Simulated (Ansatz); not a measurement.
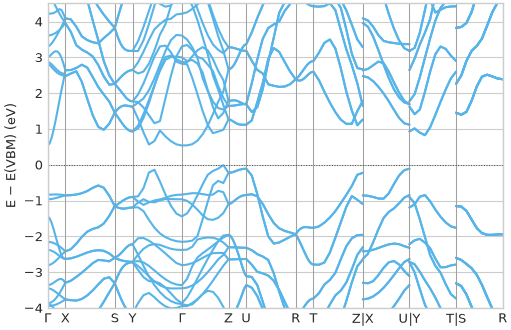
Band structure from LDA in the plane-wave PAW code Ansatz

The gap is 0.51 eV; an edge lies off the plotted path or next to a special point (maximum on the Γ–Z line, 86 % of the way from Γ, minimum off the standard path).

The material is SnS in space group Pnma (No. 62; Sn on 4c, S on 4c).

The cell was relaxed with LDA under the symmetry of its start. A crystal of weakly bound layers computed without a dispersion correction: the cell and the soft elastic constants depend strongly on that. Scalar-relativistic: spin–orbit coupling is off unless named, which matters more the heavier the elements.

Potentials: the earlier of the program's two PAW sets. The files were generated under PBE; for other functionals the program regenerates the frozen cores, and for LDA and PBEsol the local potential too.
